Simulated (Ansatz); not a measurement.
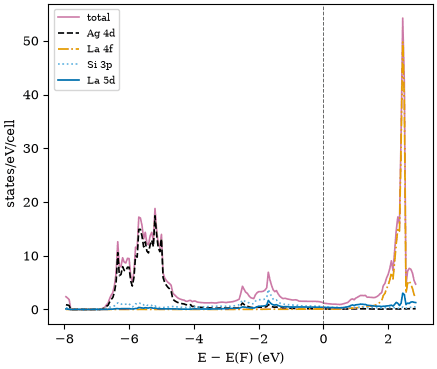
Fig. 1. Total and projected density of states of LaSi₂Ag₂ in space group I4/mmm (No. 139; Ag on 4d, Si on 4e, La on 2a), DFT-r²SCAN in the program Ansatz with PAW potentials

Problem. Which orbitals carry the states next to the Fermi level?

Solution. Within 0.5 eV of the Fermi level: Si 3p 41 %, La 5d 31 %, Ag 4d 9 %, La 4f 7 %, outside the projected shells 6 %. Projections are on Löwdin-orthogonalised atomic valence shells; empty p or d shells of many metals are not among them.

Problem. Where is the tallest occupied peak in this window, and what makes it?

Solution. Near -5.2 eV, about 19 states/eV per cell; the largest projected share is Ag 4d.

The workflow started from an entry of the Crystallography Open Database (COD). Its standing as an ambient phase is unchecked. Symmetry was held in the r²SCAN relaxation; its stability against distortions is not shown here. No spin polarisation was allowed. Scalar-relativistic: spin–orbit coupling is off unless named, which matters more the heavier the elements.

Potentials: the later of the program's two PAW sets.
